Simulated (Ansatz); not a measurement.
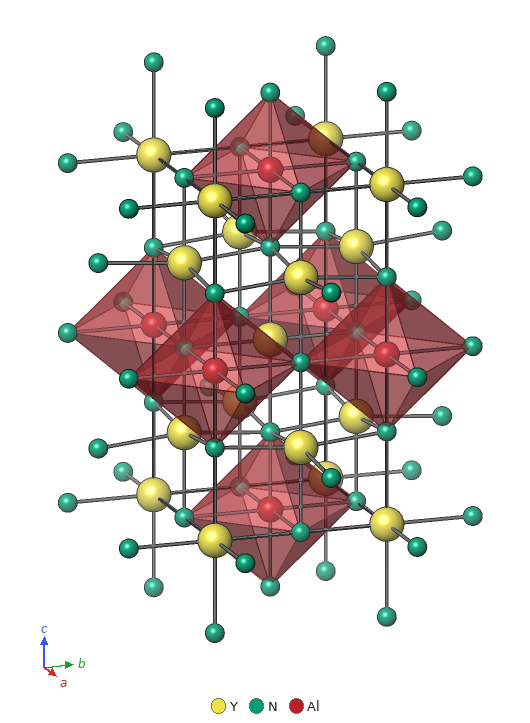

The image is a polyhedral drawing of a crystal, viewed slightly off an axis. The wireframe shows the conventional unit cell. A few atoms beyond the faces are included.

Y3AlN4, space group I4/mmm (No. 139), a = 4.800 Å, b = 4.800 Å, c = 9.270 Å, α = 90.00°, β = 90.00°, γ = 90.00°. The structure was taken from a structure type filled with these elements by a generator (whether the compound takes this form wasn't checked). Earlier steps of the study, as a rule a relaxation of our own, may have changed the cell and positions, so they can lie some per cent off the listed ones. It was run through Ansatz as a DFT input.

This one geometry was computed with Ansatz (DFT, plane waves, PAW) at five levels of theory: PBE, PBE0, HSE06, r2SCAN and PBE with spin-orbit coupling. It was relaxed beforehand with r2SCAN.

Which level gives the highest pressure at this volume, and what does that say about its equilibrium volume?

Highest: PBE (1.8 GPa) and PBE with spin-orbit coupling (1.8 GPa), which points to the largest equilibrium volume. Lowest, with the smallest volume: PBE0 (-1.6 GPa) and HSE06 (-1.6 GPa). Levels within 0.5 GPa of each other can't be told apart.

How does the band gap change with the level of theory?

PBE with spin-orbit coupling: a gap of 0.43 eV, direct; PBE: a gap of 0.44 eV, direct; r2SCAN: a gap of 0.84 eV, direct; HSE06: a gap of 1.47 eV, direct; PBE0: a gap of 2.15 eV, direct.

Collect the results in a table.

| level | cutoff (eV) | k-mesh of the run's cell | gap (eV) | pressure (GPa) |
| --- | --- | --- | --- | --- |
| PBE | 420 | 8×8×8 | 0.44 | 1.8 |
| PBE0 | 420 | 4×4×4 | 2.15 | -1.6 |
| HSE06 | 420 | 4×4×4 | 1.47 | -1.6 |
| r2SCAN | 500 | 8×8×8 | 0.84 | 0.0 |
| PBE with spin-orbit coupling | 420 | 8×8×8 | 0.43 | 1.8 |

Gaps are taken on the k-mesh or band path of each run.
